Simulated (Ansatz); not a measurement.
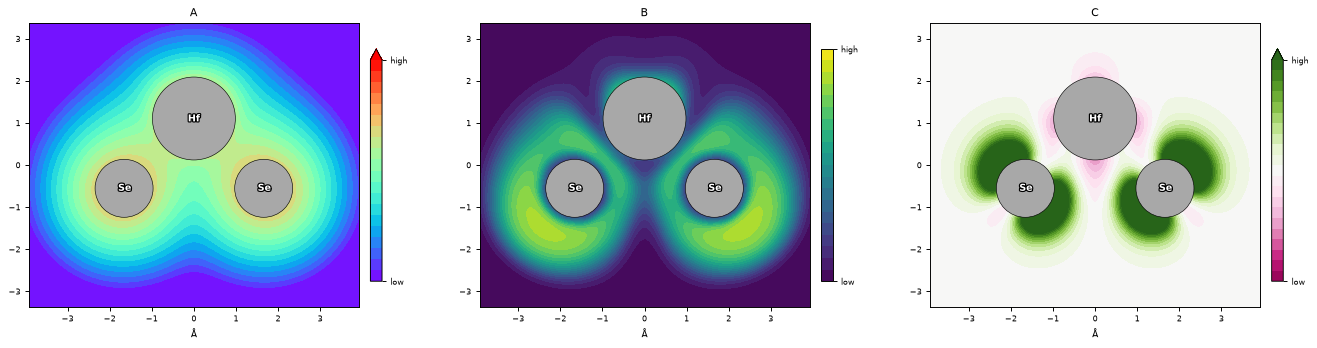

HfSe2 (charge +1, doublet): 3 fields on the molecular plane, with unlabelled colour scales. Grey discs cover the atomic cores.

Geometry: PBE0-D4/def2-TZVP; core potentials replace the inner electrons of Hf.

The calculation used UKS PBE0-D4/def2-TZVP (Ansatz 0.2.0).

Question: Match the panels to the quantities (electron density, electron localisation function and spin density).

Answer: Panel A: electron density. Panel B: electron localisation function. Panel C: spin density (confined to the atoms that carry the unpaired spin). From the grid: Hf–Se (2.34 Å): the density is about 0.74 e/Å³ at the midpoint; the ELF peaks at about 0.70 in the valence shell of Se, 1.0 Å from its nucleus, and is about 0.50 at the midpoint.
